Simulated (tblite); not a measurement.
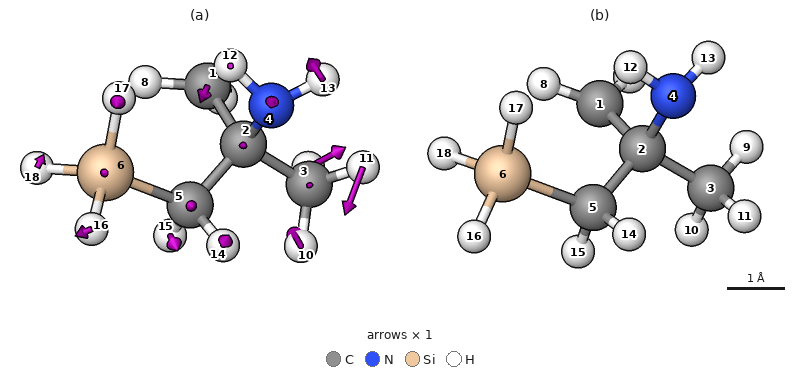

The structure of C4H12NSi (multiplicity 2) before (left) and after (right) a relaxation, at one scale. The purple arrows give the displacements, at their true length.

The picture is a ball-and-stick view, seen at a tilt.

The calculation used GFN2-xTB geometry optimisation, gas phase (tblite). 

Question: Summarise the run.

Answer: Over 127 geometry steps the energy falls by 19.4 kcal/mol. The largest move after the best rigid fit is that of an H atom, 0.95 Å. By element the largest moves are H 0.95 Å, C 0.38 Å, N 0.31 Å, Si 0.13 Å. Some distances before and after: C–C 1.486 → 1.534 Å, C–Si 1.855 → 1.903 Å, C–H 1.135 → 1.092 Å, C–H 1.118 → 1.075 Å. Among the angles between lasting bonds that change: H–C–H 107.7° → 117.6°, C–C–H 111.4° → 119.7°, C–C–H 114.0° → 120.1°. Groups turn about C–C by about 65°, C–Si by about 30°. The run took 0.51 s on 1 thread of AMD EPYC 9R45 96-Core Processor, on a shared host.
